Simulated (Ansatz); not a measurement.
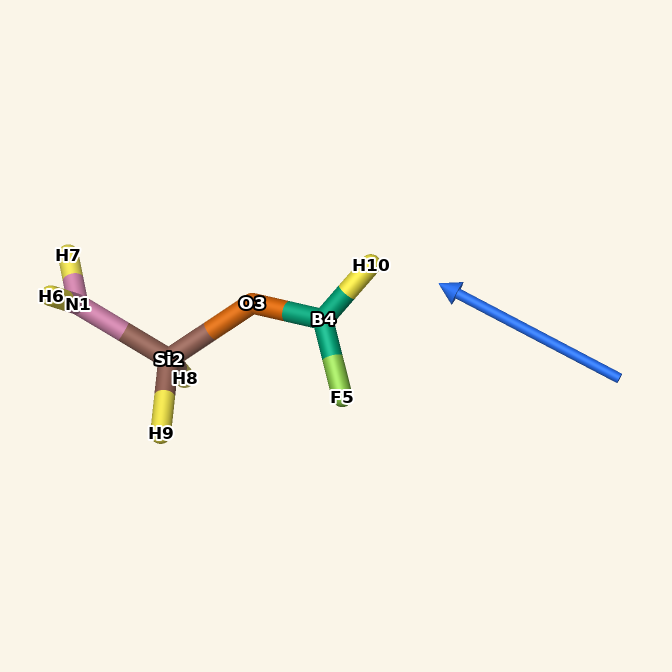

The arrow beside the molecule shows the direction of the dipole moment, from the negative to the positive end (its length means nothing). The geometry was computed by an optimisation with PBE-D4/def2-SVP. No frequency run is at hand to confirm it as a minimum. Level of theory: RKS PBE-D4/def2-SVP (Ansatz 0.2.0).

Estimate the dipole moment.

2.40 D; it points from the side of F5 to the side of H7 (the outermost atoms at the two ends).
